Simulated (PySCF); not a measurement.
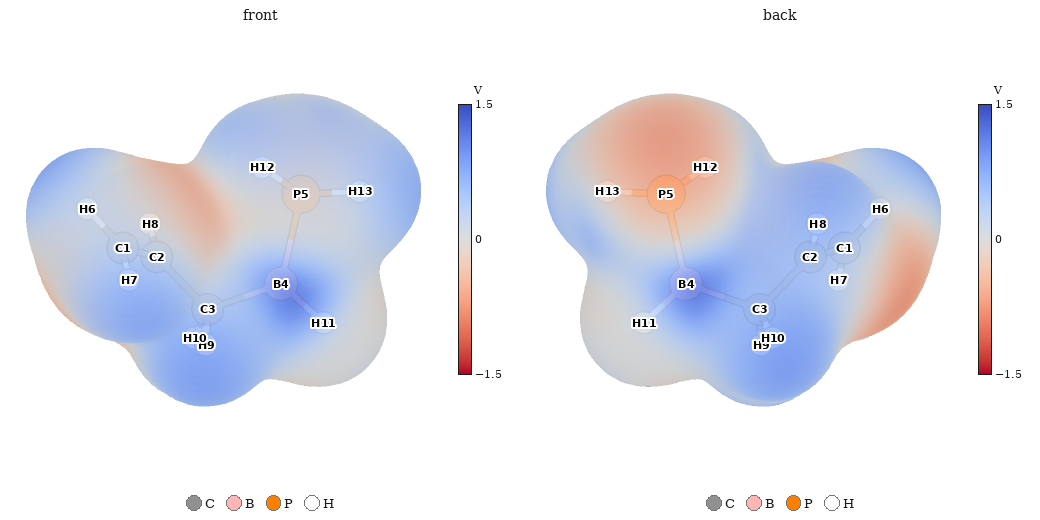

The picture shows: C₃H₈BP (SMILES C=CCBP). The molecular electrostatic potential painted on the density surface at 0.002 e/bohr³, seen from the front and from behind; red is negative and blue positive.

Geometry: GFN2-xTB.

Theory: PySCF 2.14.0, PBE0/def2-SVPD, SCF density, gas phase.

The calculation's input:

```
{"job": {"kind": "uv", "xc": "PBE0", "basis": "def2-SVPD", "nstates": 8, "ntriplets": 3}, "charge": 0, "multiplicity": 1}
C      1.894485    -0.249576     0.856674
C      1.134361    -0.142328    -0.217735
C      0.160438     0.963184    -0.467467
B     -1.360888     0.532878    -0.490396
P     -1.886803    -1.254593    -0.426944
H      2.567481    -1.077351     1.003417
H      1.878188     0.493518     1.638343
H      1.168979    -0.904830    -0.987978
H      0.302921     1.756676     0.272624
H      0.389246     1.421917    -1.436802
H     -2.176408     1.352907    -0.685575
H     -1.060440    -1.740277     0.564139
H     -3.015947    -1.151640     0.359971
```

Launched as:

```sh
OMP_NUM_THREADS=1 python probes_run.py task.json out
```

> Where is the surface potential most negative and most positive?

The most negative region (about −0.7 V) lies over C1, C2 and P5, the most positive (about +1.0 V) over B4.
